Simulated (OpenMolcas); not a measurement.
**Ta³⁺ among point charges: CASSCF and CASPT2 levels and susceptibility**

How does a field of 6 point charges split the states of Ta³⁺, and what χT follows?

Program: OpenMolcas 26.06. Level of theory: state-averaged CASSCF and CASPT2, spin-orbit coupling by RASSI with atomic mean-field integrals. These are calculated values, not measurements, unless marked.

## Step 1: The system

| Property | Result |
| --- | --- |
| Species | Ta³⁺ (tantalum, Z = 73, 70 electrons) |
| Basis | ANO-RCC-VDZP [7s6p4d2f1g], 68 functions |
| Scalar Hamiltonian | DKH2, point nucleus |
| Inactive shells | 1s 2s 2p 3s 3p 3d 4s 4p 4d 4f 5s 5p |
| Active space | 2 electrons in 5 orbitals (5d) |
| Some configurations of this space | 5d² |
| Orbitals | optimised for each spin and parity, averaged over all roots |

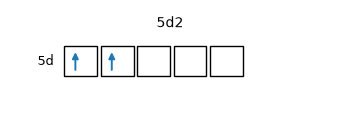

Outer shells as boxes.

The ion sits among 6 point charges of -1 e arranged as an octahedron (Oh), 2.06 Å from the ion.

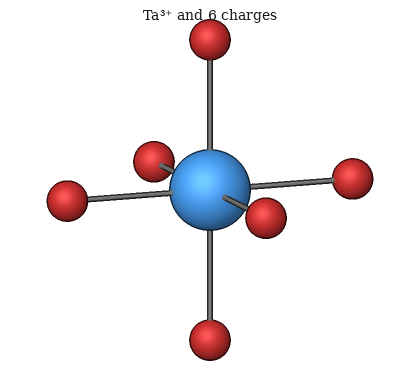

The ion and the point charges (red).

The work runs as a chain of OpenMolcas steps in one folder; each step below is one input file. Labels, J, g values, rates, χT and fits are worked out afterwards by a script from the matrices that RASSI stores. The input lists half of the charges; inversion (Group=XYZ) makes the rest.

## Step 2: One- and two-electron integrals

Input file a.inp:

```
&GATEWAY
Coord
1

Ta 0.0 0.0 0.0
Basis=ANO-RCC-VDZP
Group=XYZ
NoMove
AngMom=0.0 0.0 0.0
AMFI
XField
3 Angstrom 0
2.060000 0.000000 0.000000 -1.000000
0.000000 2.060000 0.000000 -1.000000
0.000000 0.000000 2.060000 -1.000000
&SEWARD
```

The run is started by

```console
$ OMP_NUM_THREADS=1 MOLCAS_MEM=1689 MOLCAS_PROJECT=a pymolcas a.inp > a.log
```

What it wrote:

```text
Basis set label: TA.ANO-RCC...7S6P4D2F1G.

      Electronic valence basis set:
      ------------------
      Associated Effective Charge  73.000000 au
      Associated Actual Charge     73.000000 au
      Nuclear Model: Point charge

      Shell  nPrim  nBasis  Cartesian Spherical Contaminant
         s      24       7        X
         p      21       6        X
         d      15       4                 X
         f      11       2                 X
         g       4       1                 X
                  Relativistic Douglas-Kroll-Hess integrals:
                    - DKH order of Hamiltonian: 2
                    - DKH order of Properties : 0
                  Atomic mean-field integrals
```

## Step 3: Reference wave functions, triplets of even parity, 10 roots

Input file a.inp:

```
&RASSCF
FileOrb=start.orb
Symmetry=1
Spin=3
nActEl=2 0 0
Inactive=15 19
Ras2=5 0
CIRoot=10 10 1
SDav=10
CIMx=300
Iter=120 100
PrWF=0.3
OrbListing=Nothing
MaxOrb=0
>>> COPY $Project.JobIph JOB001
```

start.orb holds the contracted functions of the basis, ordered by shell, or the orbitals of the step before.

What it wrote, cut to the lines that bear on the results:

```text
[...]
      Number of active orbitals                  5
[...]
      Spin quantum number                      1.0
[...]
      Active orbitals                            5   0
[...]
      Number of CSFs                            10
      Number of root(s) required                10
[...]
      Convergence after 10 iterations
[...]
      Natural orbitals and occupation numbers for root  1
      sym 1:   0.971770   0.971770   0.028230   0.028230  -0.000000
      Natural orbitals and occupation numbers for root  2
      sym 1:   0.027594   0.972406  -0.000000   0.972406   0.027594
      Natural orbitals and occupation numbers for root  3
      sym 1:   0.954343   0.045657   0.045657   0.954343  -0.000000
::    RASSCF root number  1 Total energy: -15592.95896596
::    RASSCF root number  2 Total energy: -15592.95896596
::    RASSCF root number  3 Total energy: -15592.95896596
[...]
::    RASSCF root number  7 Total energy: -15592.87242184
::    RASSCF root number  8 Total energy: -15592.87242184
::    RASSCF root number  9 Total energy: -15592.87242184
::    RASSCF root number 10 Total energy: -15592.86211232
```

## Step 4: CASSCF: singlets of even parity, 15 roots

Input file a.inp:

```
&RASSCF
FileOrb=start.orb
Symmetry=1
Spin=1
nActEl=2 0 0
Inactive=15 19
Ras2=5 0
CIRoot=15 15 1
SDav=15
CIMx=300
Iter=120 100
PrWF=0.3
OrbListing=Nothing
MaxOrb=0
>>> COPY $Project.JobIph JOB002
```

What it wrote, cut to the lines that bear on the results:

```text
[...]
      Number of active orbitals                  5
[...]
      Spin quantum number                      0.0
[...]
      Active orbitals                            5   0
[...]
      Number of CSFs                            15
      Number of root(s) required                15
[...]
      Convergence after  9 iterations
[...]
      Natural orbitals and occupation numbers for root  1
      sym 1:   0.968050   0.039442   0.000000   0.955624   0.036884
      Natural orbitals and occupation numbers for root  2
      sym 1:   0.044035   0.988856   0.032796   0.934312   0.000001
      Natural orbitals and occupation numbers for root  3
      sym 1:   0.956610   0.963755   0.040568   0.039067   0.000000
::    RASSCF root number  1 Total energy: -15592.91545823
::    RASSCF root number  2 Total energy: -15592.91545823
::    RASSCF root number  3 Total energy: -15592.91545823
[...]
::    RASSCF root number 12 Total energy: -15592.85224637
::    RASSCF root number 13 Total energy: -15592.81006915
::    RASSCF root number 14 Total energy: -15592.81006915
::    RASSCF root number 15 Total energy: -15592.74228833
```

## Step 5: State interaction with spin-orbit coupling

Input file a.inp:

```
&RASSI
NrOfJobIphs=2 10 15
1 2 3 4 5 6 7 8 9 10
1 2 3 4 5 6 7 8 9 10 11 12 13 14 15
IphNames
JOB001
JOB002
EJob
SpinOrbit
DIPRint=1.0
SOCoupling=1000.0
Subsets=2
Property=9
'ANGMOM' 1 'ANGMOM' 2 'ANGMOM' 3 'MLTPL  1' 1 'MLTPL  1' 2 'MLTPL  1' 3
'AMFI' 1 'AMFI' 2 'AMFI' 3
SOProperty=3
'ANGMOM' 1 'ANGMOM' 2 'ANGMOM' 3
```

The run is started by

```console
$ OMP_NUM_THREADS=1 MOLCAS_MEM=1689 MOLCAS_PROJECT=a pymolcas a.inp > a.log
```

What it wrote, cut to the lines that bear on the results:

```text
SPIN-FREE ENERGIES:
  (Shifted by EMIN (a.u.) =     -15592.9589659621)
 SF State       Relative EMIN(au)   Rel lowest level(eV)    D:o, cm**(-1)      L_eff
     1             0.0000000000        0.0000000000              0.0000         2.9
     2             0.0000000000        0.0000000000              0.0000         2.9
     3             0.0000000000        0.0000000000              0.0000         2.9
    11             0.0435077336        1.1839057437           9548.8438         2.9
    12             0.0435077336        1.1839057437           9548.8438         2.9
    13             0.0435077336        1.1839057437           9548.8438         2.9
    14             0.0445020453        1.2109623431           9767.0700         3.1
    15             0.0445020453        1.2109623431           9767.0700         3.1
     4             0.0454237334        1.2360427540           9969.3571         3.0
     5             0.0454237334        1.2360427540           9969.3571         3.0
[...]
Eigenvalues of complex Hamiltonian:
   -----------------------------------
  (Shifted by EMIN (a.u.) =     -15592.9589659621)
 SO State       Relative EMIN(au)   Rel lowest level(eV)    D:o, cm**(-1)     J-value
     1            -0.0162245721        0.0000000001              0.0000         1.5
     2            -0.0162245722        0.0000000000              0.0000         2.0
     3            -0.0133481310        0.0782719525            631.3059         1.9
     4            -0.0133481310        0.0782719524            631.3059         2.1
     5            -0.0133481310        0.0782719524            631.3059         1.9
     6             0.0041255518        0.5537550835           4466.3360         2.5
     7             0.0041255518        0.5537550835           4466.3360         2.7
     8             0.0041255518        0.5537550836           4466.3360         2.7
     9             0.0118304188        0.7634151961           6157.3588         2.9
    10             0.0296180229        1.2474405617          10061.2867         2.4
    11             0.0296180229        1.2474405616          10061.2867         2.4
[...]
```

These steps: 6.5 s of run time, 1 thread, shared host.

States without spin-orbit coupling:

| state | degeneracy | E (cm-1) | free-ion L (%) |
| --- | --- | --- | --- |
| 3T1 | 3 | 0 | F (94) |
| 1T2 | 3 | 9549 | D (63) |
| 1E | 2 | 9767 | D (53) |
| 3T2 | 3 | 9969 | F (100) |
| 3T1 | 3 | 18994 | P (94) |
| 1A1 | 1 | 19562 | G (77) |
| 1T2 | 3 | 21212 | G (63) |
| 3A2 | 1 | 21257 | F (100) |
| 1T1 | 3 | 23422 | G (100) |
| 1E | 2 | 32679 | G (53) |
| 1A1 | 1 | 47555 | S (77) |

With spin-orbit coupling:

```json
{"E (cm-1)": "0.0", "Degeneracy": "2", "Label": "E", "2S+1": "3"}
{"E (cm-1)": "631.3", "Degeneracy": "3", "Label": "T2", "2S+1": "3"}
{"E (cm-1)": "4466", "Degeneracy": "3", "Label": "T1", "2S+1": "3"}
{"E (cm-1)": "6157", "Degeneracy": "1", "Label": "A1", "2S+1": "3"}
{"E (cm-1)": "10061", "Degeneracy": "3", "Label": "T2", "2S+1": "3"}
{"E (cm-1)": "12350", "Degeneracy": "1", "Label": "A2", "2S+1": "3"}
{"E (cm-1)": "12813", "Degeneracy": "2", "Label": "E", "2S+1": "1"}
{"E (cm-1)": "14407", "Degeneracy": "3", "Label": "T1", "2S+1": "3"}
{"E (cm-1)": "14926", "Degeneracy": "2", "Label": "E", "2S+1": "3"}
{"E (cm-1)": "15236", "Degeneracy": "3", "Label": "T2", "2S+1": "3"}
{"E (cm-1)": "18907", "Degeneracy": "1", "Label": "A1", "2S+1": "3"}
{"E (cm-1)": "21526", "Degeneracy": "3", "Label": "T1", "2S+1": "3"}
{"E (cm-1)": "22031", "Degeneracy": "3", "Label": "T2", "2S+1": "3"}
{"E (cm-1)": "24297", "Degeneracy": "2", "Label": "E", "2S+1": "3"}
{"E (cm-1)": "24360", "Degeneracy": "1", "Label": "A1", "2S+1": "1"}
{"E (cm-1)": "25045", "Degeneracy": "3", "Label": "T2", "2S+1": "3"}
{"E (cm-1)": "27411", "Degeneracy": "3", "Label": "T1", "2S+1": "1"}
{"E (cm-1)": "28161", "Degeneracy": "3", "Label": "T2", "2S+1": "3"}
{"E (cm-1)": "37177", "Degeneracy": "2", "Label": "E", "2S+1": "1"}
{"E (cm-1)": "52110", "Degeneracy": "1", "Label": "A1", "2S+1": "1"}
```

Powder χT (cm³ K/mol): 0.00 at 2 K, 0.00 at 5 K, 0.00 at 10 K, 0.00 at 20 K, 0.01 at 50 K, 0.02 at 100 K, 0.03 at 150 K, 0.04 at 200 K, 0.05 at 250 K, 0.07 at 300 K.

A ligand-field fit to the states below 45000 cm-1 gives 10Dq = 11406 cm-1, B = 668 cm-1 and C = 2656 cm-1 (C/B = 3.98), with a deviation of 136 cm-1.

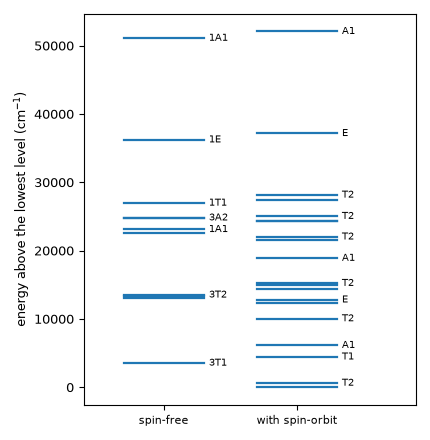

The states in the field without (left) and with (right) spin-orbit coupling.

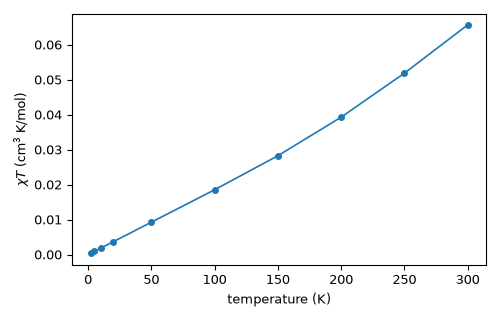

χT against temperature.

Orbitals of the lowest block (energies include the constant potential of the surroundings):

| shell | space | energy (hartree) | mean occupation | ⟨r²⟩ (bohr²) |
| --- | --- | --- | --- | --- |
| 1s | inactive | -2485.3652 | 2.000 | 0.000446 |
| 2s | inactive | -431.9869 | 2.000 | 0.00729 |
| 2p | inactive | -379.8926 | 6.000 | 0.00601 |
| 3s | inactive | -100.8299 | 2.000 | 0.0477 |
| 3p | inactive | -84.9473 | 6.000 | 0.0483 |
| 3d | inactive | -65.6850 | 10.000 | 0.0404 |
| 4s | inactive | -21.3295 | 2.000 | 0.238 |
| 4p | inactive | -15.9956 | 6.000 | 0.270 |
| 4d | inactive | -8.8970 | 10.000 | 0.318 |
| 4f | inactive | -1.0035 | 14.000 | 0.493 |
| 5s | inactive | -2.7020 | 2.000 | 1.40 |
| 5p | inactive | -1.2738 | 6.000 | 1.87 |
| 5d | RAS2 |  | 2.000 | 4.57 |

## Step 6: CASPT2: IPEA 0.25, imaginary shift 0.1 (closed shells correlated: 4f 5s 5p)

Input file a.inp:

```
>>> COPY JOB001 $Project.JobIph
&CASPT2
Multistate=10 1 2 3 4 5 6 7 8 9 10
NoMult
Frozen=14 9
IPEA=0.25
Imaginary=0.1
MaxIter=60
WThr=0.0 0.3 0.05
PrWF=0.5
NoMix
>>> COPY JOB002 $Project.JobIph
&CASPT2
Multistate=15 1 2 3 4 5 6 7 8 9 10 11 12 13 14 15
NoMult
Frozen=14 9
IPEA=0.25
Imaginary=0.1
MaxIter=60
WThr=0.0 0.3 0.05
PrWF=0.5
NoMix
```

What it wrote, cut to the lines that bear on the results:

```text
[...]
      Active orbitals                            5   0
[...]
      E2 (Variational):          -0.8498543609
      Total energy:          -15593.8088203229
[...]
::    CASPT2 Root  1     Total energy: -15593.80882032
::    CASPT2 Root  2     Total energy: -15593.80881604
[...]
::    CASPT2 Root 12     Total energy: -15593.70611746
::    CASPT2 Root 13     Total energy: -15593.66750484
::    CASPT2 Root 14     Total energy: -15593.66748755
::    CASPT2 Root 15     Total energy: -15593.61234807
```

This run: 4.7 s of run time, 1 thread, shared host.

SS-CASPT2: lowest energy less the reference's lowest, -0.8500 hartree; reference weights 0.898 to 0.915.

States without spin-orbit coupling:

| state | degeneracy | E (cm-1) | free-ion L (%) |
| --- | --- | --- | --- |
| 3T1 | 3 | 0 | F (94) |
| 1T2 | 3 | 8120 | D (63) |
| 1E | 2 | 8716 | D (53) |
| 3T2 | 3 | 9851 | F (100) |
| 1A1 | 1 | 17468 | G (77) |
| 3T1 | 3 | 17748 | P (94) |
| 1T2 | 3 | 19641 | G (63) |
| 3A2 | 1 | 21179 | F (100) |
| 1T1 | 3 | 22572 | G (100) |
| 1E | 2 | 31041 | G (53) |
| 1A1 | 1 | 43145 | S (77) |

With spin-orbit coupling:

| E (cm-1) | Degeneracy | Label | 2S+1 |
| --- | --- | --- | --- |
| 0 | 2 | E | 3 |
| 610 | 3 | T2 | 3 |
| 4520 | 3 | T1 | 3 |
| 6120 | 1 | A1 | 3 |
| 9400 | 3 | T2 | 1 |
| 11870 | 2 | E | 1 |
| 12300 | 1 | A2 | 3 |
| 14330 | 3 | T1 | 3 |
| 14550 | 3 | T2 | 3 |
| 14830 | 2 | E | 3 |
| 17580 | 1 | A1 | 3 |
| 20360 | 3 | T1 | 3 |
| 20890 | 3 | T2 | 1 |
| 22470 | 1 | A1 | 1 |
| 23140 | 2 | E | 3 |
| 24140 | 3 | T2 | 3 |
| 26650 | 3 | T1 | 1 |
| 27520 | 3 | T2 | 3 |
| 35650 | 2 | E | 1 |
| 47870 | 1 | A1 | 1 |

Powder χT (cm³ K/mol): 0.00 at 2 K, 0.00 at 5 K, 0.00 at 10 K, 0.00 at 20 K, 0.01 at 50 K, 0.02 at 100 K, 0.03 at 150 K, 0.04 at 200 K, 0.05 at 250 K, 0.07 at 300 K.

A ligand-field fit to the states below 45000 cm-1 gives 10Dq = 11286 cm-1, B = 600 cm-1 and C = 2307 cm-1 (C/B = 3.84), with a deviation of 319 cm-1.

## Step 7: The methods side by side

A. CASSCF
B. SS-CASPT2, IPEA 0.25, imaginary shift 0.1 (closed shells correlated: 4f 5s 5p)

| method | ground state | first state of that spin (cm-1) | first gap with spin-orbit (cm-1) | χT at 300 K |
| --- | --- | --- | --- | --- |
| A | 3T1 | 3T2 9969 | 631.3 | 0.07 |
| B | 3T1 | 3T2 9851 | 609.2 | 0.07 |

## Step 8: What came out

| quantity | value |
| --- | --- |
| method | SS-CASPT2, IPEA 0.25, imaginary shift 0.1 (closed shells correlated: 4f 5s 5p) |
| spin-free ground state | 3T1, 3-fold in its orbital part |
| first state of the same spin within the active space | 3T2 at 9850 cm⁻¹ |
| lowest level | 2-fold E, g = 0.00, 0.00, 0.00 |
| next level | 609.2 cm⁻¹ |
| χT at 300 K | 0.07 cm³ K/mol |
| effective moment at 300 K | 0.74 μB |

Cost by method:

| method | time of its own steps | time with the reference |
| --- | --- | --- |
| A. CASSCF | 6.5 s | 6.5 s |
| B. SS-CASPT2, IPEA 0.25, imaginary shift 0.1, +4f 5s 5p | 4.7 s | 11 s |

Times are of one thread on a shared host.

The spin-free ground state (3T1) comes to 94 % from free-ion F terms and keeps the highest spin of the shell. χT at 300 K is 0.07, against 1.00 cm³ K/mol for the spin alone, so spin-orbit coupling lowers it. A ligand-field fit to the states below 45000 cm-1 gives 10Dq = 11286 cm-1, B = 600 cm-1 and C = 2307 cm-1 (C/B = 3.84), with a deviation of 319 cm-1. CASPT2 does not keep the components of a term degenerate, and the means are used. The field of point charges can differ much from that of real complexes. This is an electrostatic model: the charges have no orbitals.
